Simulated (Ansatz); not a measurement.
# AlSiP (singlet): inputs that go wrong

3 inputs are run for AlSiP (singlet) as typed; the log has to tell whether the result can be used and what must change.

Program: Ansatz 0.2.0, Gaussian basis. Level of theory: the settings change from run to run. These are calculated values, not measurements.

31 further runs of the same task are left out: 22 that didn't finish, 9 set aside as unsound or not needed.

## 1. The geometry

The geometry is a PBE0/def2-TZVP stationary point (not a proven minimum).

3 atoms, charge 0, spin multiplicity 1.

Atoms are counted from 1 here; the program's logs count them from 0.

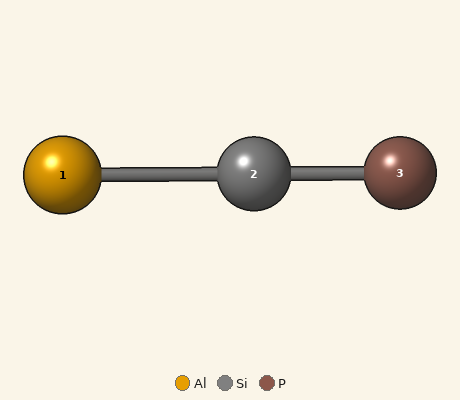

The geometry (aluminium amber, silicon grey, phosphorus brown); atoms are numbered from 1 in the order of the file.

## 2. Try 1

in.yaml reads:

```yaml
crystal:
  periodic: [false, false, false]
  atoms:
    - {symbol: Al, position_ang: [0.000000, 0.000000, 2.384233]}
    - {symbol: Si, position_ang: [0.000000, 0.000000, -0.204167]}
    - {symbol: P, position_ang: [0.000000, 0.000000, -2.180067]}
basis:
  gaussian: {orbitals: "6-31G*"}
hamiltonian: {xc: pbe0}
correlation: {active_space: {window: {electrons: 2, orbitals: 2}}}
```

Launch:

```console
> ansatz run in.yaml --threads 1 --pin off --events-out ev --progress --plain --max-ram 2393MiB
```

Standard output:

```text
Error: invalid value for `correlation.active_space`: it starts from restricted Hartree–Fock orbitals; set hamiltonian.xc: hf without magnetization.spin_polarized
```

Run time: 0.07 s. Hardware: 1 thread of Intel Xeon at 2.50GHz, shared host.

What is wrong: The run was refused. An active space is asked on a functional's orbitals. Fix: start from Hartree-Fock.

## 3. Try 2

in.yaml reads:

```yaml
crystal:
  periodic: [false, false, false]
  atoms:
    - {symbol: Al, position_ang: [0.000000, 0.000000, 2.384233]}
    - {symbol: Si, position_ang: [0.000000, 0.000000, -0.204167]}
    - {symbol: P, position_ang: [0.000000, 0.000000, -2.180067]}
basis:
  gaussian: {orbitals: 6-31G, point_charges: [{charge: 1.00, position_ang: [4.283, 0.088, -0.405]}]}
correlation: {method: fic_mrcisd_q, electrons: outside_noble_gas, active_space: {window: {electrons: 3, orbitals: 2}}}
accuracy: high
```

Launched as before.

Standard output:

```text
Functional definition: HF
  name "HF"
  cite "Fock, Z. Phys. 61, 126 (1930) doi:10.1007/BF01340294"
  parent pbe
  exchange = exact_x
  correlation = 0
773 factors; integrals over basis functions are off by at most 3.1e-9 eV
mean field evaluation 1: about -23710.8870 eV, gradient 1.8e1 eV
mean field evaluation 2: about -23710.8932 eV, gradient 1.8e1 eV
mean field evaluation 4: about -23712.7239 eV, gradient 1.9e0 eV
mean field evaluation 8: about -23712.7653 eV, gradient 2.3e-3 eV
mean field evaluation 16: about -23696.5587 eV, gradient 8.4e0 eV
mean field -23712.76527699 eV, -871.4280508398 hartree, gradient 6.6e-8 eV, S^2 0.000000; 1 other end points of the search recorded, 0 dependent functions left out; unrestricted orbitals would lower it
reference -23712.76527699 eV, -871.4280508398 hartree; 21, 21 occupied and 18, 18 virtual orbitals, 773 factors
Error: 3 electrons in 2 orbitals form no window around the highest filled level of the reference
```

It took 4.5 s on 1 thread of Intel Xeon at 2.50GHz, shared host.

Diagnosis: The run stopped with an error. The active window can't be built from these electrons and orbitals. Fix: choose counts that fit the spin, the electrons and the basis.

## 4. Try 3

in.yaml reads:

```yaml
crystal:
  periodic: [false, false, false]
  atoms:
    - {symbol: Al, position_ang: [0.000000, 0.000000, 2.384233]}
    - {symbol: Si, position_ang: [0.000000, 0.000000, -0.204167]}
    - {symbol: P, position_ang: [0.000000, 0.000000, -2.180067]}
basis:
  gaussian: {orbitals: cc-pVDZ}
correlation: {method: fic_mrcisd_q, electrons: valence, active_space: {window: {electrons: 2, orbitals: 200}}}
accuracy: high
```

The command is unchanged.

Standard output:

```text
Functional definition: HF
  name "HF"
  cite "Fock, Z. Phys. 61, 126 (1930) doi:10.1007/BF01340294"
  parent pbe
  exchange = exact_x
  correlation = 0
1059 factors; integrals over basis functions are off by at most 3.6e-9 eV
mean field evaluation 1: about -23712.7459 eV, gradient 2.0e1 eV
mean field evaluation 2: about -23713.0051 eV, gradient 2.0e1 eV
mean field evaluation 4: about -23715.1952 eV, gradient 2.4e0 eV
mean field evaluation 8: about -23715.2587 eV, gradient 2.6e-1 eV
mean field evaluation 16: about -23715.2594 eV, gradient 1.6e-8 eV
mean field evaluation 32: about -23709.5627 eV, gradient 6.8e-6 eV
mean field evaluation 64: about -23709.6256 eV, gradient 1.0e-8 eV
mean field evaluation 96: about -23702.5606 eV, gradient 1.2e1 eV
mean field -23715.25936758 eV, -871.5197069783 hartree, gradient 1.7e-8 eV, S^2 0.000000; 8 other end points of the search recorded, 0 dependent functions left out; unrestricted orbitals would lower it
reference -23715.25936758 eV, -871.5197069783 hartree; 21, 21 occupied and 33, 33 virtual orbitals, 1059 factors
Error: 2 electrons in 200 orbitals form no window around the highest filled level of the reference
```

Wall time 20 s (1 thread of Intel Xeon at 2.50GHz, shared host).

What is wrong: The run stopped with an error. The active window can't be built from these electrons and orbitals. To mend it, choose counts that fit the spin, the electrons and the basis.

## 5. How the runs ended

| try | level | ended | cause | time |
| --- | --- | --- | --- | --- |
| 1 | CASSCF(2,2)/6-31G* | refused | an active space is asked on a functional's orbitals | 0.07 s |
| 2 | MRCISD+Q(3,2)/6-31G | stopped by an error | the active window can't be built from these electrons and orbitals | 4.5 s |
| 3 | MRCISD+Q(2,200)/cc-pVDZ | stopped by an error | the active window can't be built from these electrons and orbitals | 20 s |

1 refused, 2 stopped by an error.
